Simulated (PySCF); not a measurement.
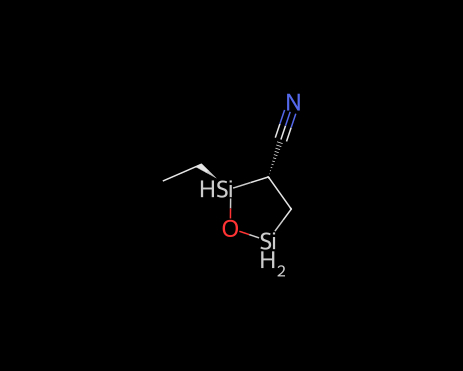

Skeletal drawing of a molecule.

Question: Give its SMILES.

Answer: CC[Si@@H]1O[SiH2]C[C@H]1C#N

Question: What is the molecular formula?

Answer: C5H11NOSi2.

Question: An optimisation with PBE0-D3(BJ)/def2-SVP gave a structure of which point group?

Answer: C1.

More results for the same structure follow; atom numbers are the same in all pictures, views and colours differ. Computed geometry: PBE0-D3(BJ)/def2-SVP optimisation. No frequency run is at hand to confirm it as a minimum.

## Geometry

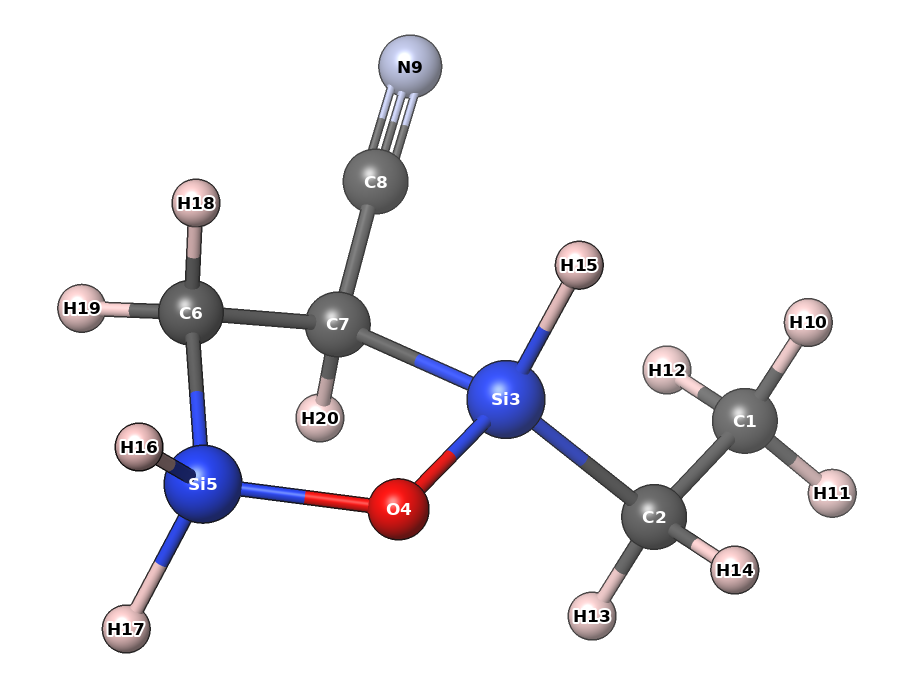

Atoms fade into the background with distance from the viewer. No frequency run is at hand to confirm it as a minimum.

Question: Find the stereocentres and stereogenic double bonds.

Answer: Centres: Si3, C7.

Question: Assign CIP descriptors.

Answer: Si3: S (priorities O4 > C7 > C2 > H15); C7: R (priorities Si3 > C6 > C8 > H20).

## Electronic properties

No frequency run is at hand to confirm it as a minimum. Method: CAM-B3LYP/def2-SVPD, gas phase (PySCF 2.14.0). Excitations: vertical, linear response.

What does the calculation give?

- dipole moment: 3.42 D
- HOMO energy (Kohn–Sham orbital): −9.68 eV
- LUMO energy (Kohn–Sham orbital): 0.78 eV
- HOMO–LUMO gap: 10.46 eV
- mean static polarisability: 111.0 bohr³
- lowest vertical singlet excitation: 7.08 eV
- its oscillator strength: 0.003
- brightest of the 10 lowest singlets: 8.24 eV
- its oscillator strength: 0.03

## Bond orders

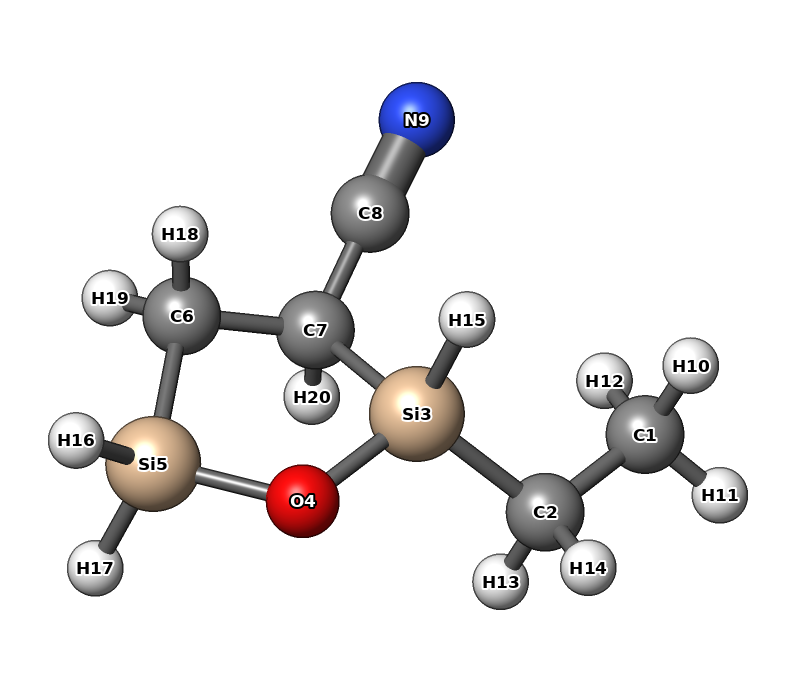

The thickness of each stick grows with its Mayer bond order. No frequency run is at hand to confirm it as a minimum. Computed with PBE0/pcSseg-1 in dimethylsulfoxide (IEF-PCM) (PySCF 2.14.0).

Question: Which bond between heavy atoms has the highest Mayer bond order?

Answer: C8–N9, 3.04, at a length of 1.160 Å.

Question: Which bond between heavy atoms has the lowest Mayer bond order?

Answer: Si3–C7, 0.76, at 1.929 Å.

List the Mayer bond orders of C1–C2, C2–Si3, Si3–O4, Si3–C7, O4–Si5, Si5–C6, C6–C7, C7–C8, C8–N9 (bonds between heavy atoms, one of each equivalent set).

```csv
bond,Mayer order,length (Å)
C1–C2,1.05,1.529
C2–Si3,0.95,1.864
Si3–O4,0.91,1.677
Si3–C7,0.76,1.929
O4–Si5,0.90,1.680
Si5–C6,0.90,1.899
C6–C7,0.98,1.549
C7–C8,1.03,1.448
C8–N9,3.04,1.160
```

## Core levels

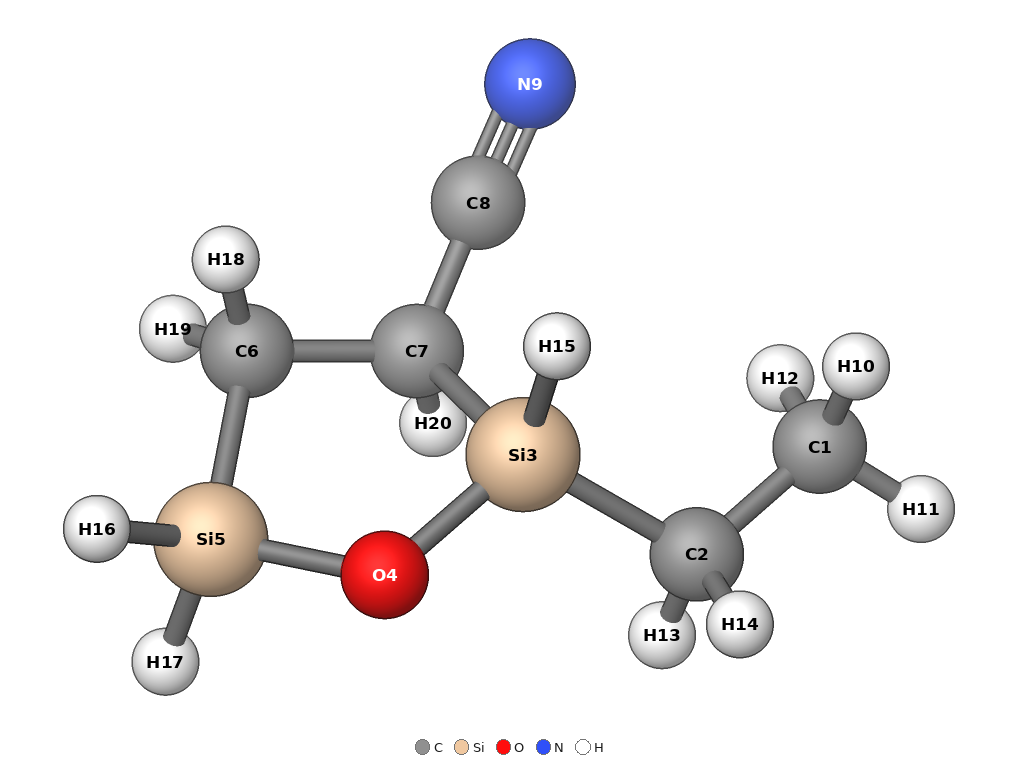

No frequency run is at hand to confirm it as a minimum. Level of theory: delta-SCF UKS SCAN, pcX-2 on the ionised atom, pcseg-1 elsewhere, spin-free X2C (PySCF 2.14.0).

Give the core-electron binding energies (to vacuum; p and d levels without spin–orbit splitting) of C1 1s, C2 1s, Si3 1s, Si3 2p, O4 1s, Si5 1s, Si5 2p, C6 1s, C7 1s, C8 1s, N9 1s.

```tsv
atom	level	binding energy (eV)
C1	1s	290.9
C2	1s	290.5
Si3	1s	1847.2
Si3	2p	107.5
O4	1s	537.8
Si5	1s	1847.4
Si5	2p	107.8
C6	1s	290.8
C7	1s	291.6
C8	1s	291.9
N9	1s	404.5
```
